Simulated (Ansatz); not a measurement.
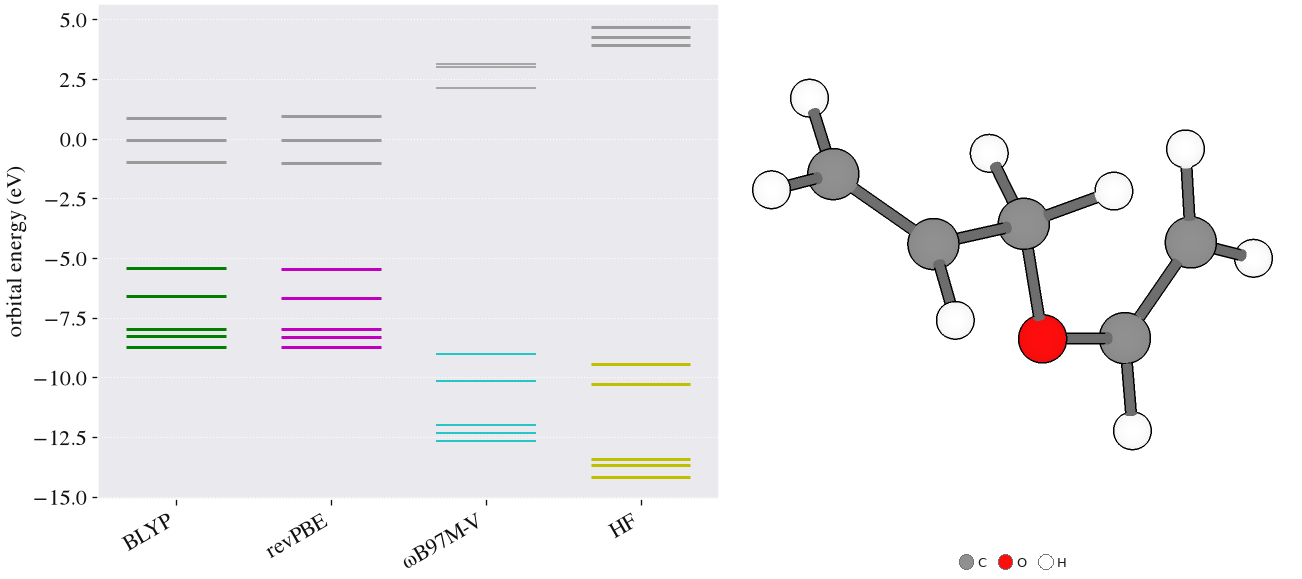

Frontier orbital energies of C₅H₈O, SMILES C=CCOC=C at one geometry, def2-TZVPP, the Ansatz code 0.2.0, at a PBE0-D4/def2-TZVP geometry (a minimum by its frequencies). Empty levels are grey, levels within 0.1 eV stand side by side; all columns show the same few orbitals around the gap.

> Compare the HOMO-LUMO separations.

The separation grows from 4.45 eV (BLYP) to 13.38 eV (HF).

| level | HOMO (eV) | LUMO (eV) | separation (eV) |
| --- | --- | --- | --- |
| BLYP | −5.42 | −0.98 | 4.45 |
| revPBE | −5.48 | −1.02 | 4.46 |
| ωB97M-V | −9.03 | 2.11 | 11.14 |
| HF | −9.45 | 3.93 | 13.38 |

Limits of at least one run: empty levels above zero depend strongly on the basis; one conformer of a flexible molecule.
